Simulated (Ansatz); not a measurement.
# Carrier doping in hypothetical P6/mmm BN

Base system: BN (space group P6/mmm, No. 191; a = 4.5379 Å, c = 2.6220 Å; a hypothetical phase, not in the database extracts checked; made of chains).

Carriers are added at fixed cell with a uniform background; the Fermi–Dirac width is that of 300 K.

Method: Kohn–Sham DFT with the PBE functional, run in Ansatz (a quantum-chemistry and plane-wave program) with PAW and 420 eV plane waves, without spin-orbit coupling.

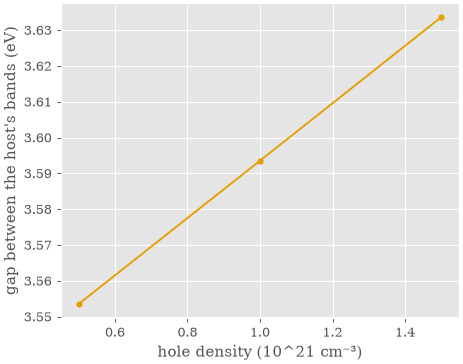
Fig. 1. Gap between the host's bands against hole density

Task: From the plot, what is the gap between the host's bands for holes 1.0×10^21 cm⁻³?

Result: About 3.59 eV.

Task: Is the trend monotonic over the range shown?

Result: Yes, it rises throughout, spanning 3.55 eV to 3.63 eV.

Carriers are added with a uniform compensating background; total energy and stress of such cells depend on the potential's zero and are not compared; many-body gap narrowing is missing at this level. No phonon test of stability was made. The base started in P3_121 and relaxed to P6/mmm at this level. No dispersion term is included, though the crystal is made of layers, chains or molecules, so its spacings can come out too wide.
